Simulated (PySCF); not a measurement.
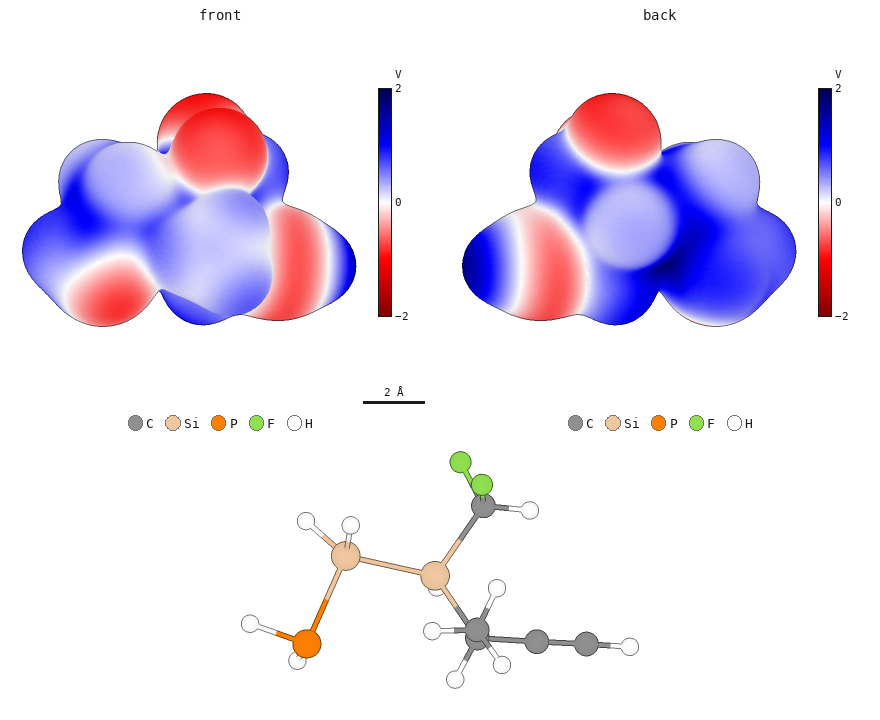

C₅H₁₁F₂PSi₂. The electrostatic potential painted on the density surface at 0.002 e/bohr³, seen from the front and from behind; red is negative and blue positive. The bare structure is drawn below in the same view.

Geometry: GFN2-xTB.

These are results of PBE0/pcSseg-1, SCF density, gas phase, non-relativistic (PySCF), not measurements.

```xyz
21

C    -2.8012   -0.3661   -2.2423
C    -1.9134    0.1253   -1.6062
C    -0.8591    0.7120   -0.8086
C    -1.4230    1.2879    0.4952
Si    0.5301   -0.5827   -0.4695
Si    2.0392    0.1697    1.1381
P     2.4127    2.3365    0.6683
C    -0.3529   -2.1545    0.2543
F    -0.7601   -1.9280    1.5378
F     0.5401   -3.1834    0.3287
H    -3.5805   -0.7814   -2.8085
H    -0.4206    1.5343   -1.3859
H    -1.8325    0.5003    1.1238
H    -0.6381    1.8053    1.0461
H    -2.2182    1.9999    0.2812
H     1.0233   -1.0726   -1.7696
H     1.5182    0.1748    2.5108
H     3.2861   -0.6091    1.1523
H     3.5944    2.4235    1.3741
H     3.0729    2.0906   -0.5223
H    -1.2262   -2.5243   -0.2981
```

> Describe the electrostatic potential map.

The most negative region (about −0.9 V) lies over F9 and F10, the most positive (about +1.6 V) over Si5 and H11.
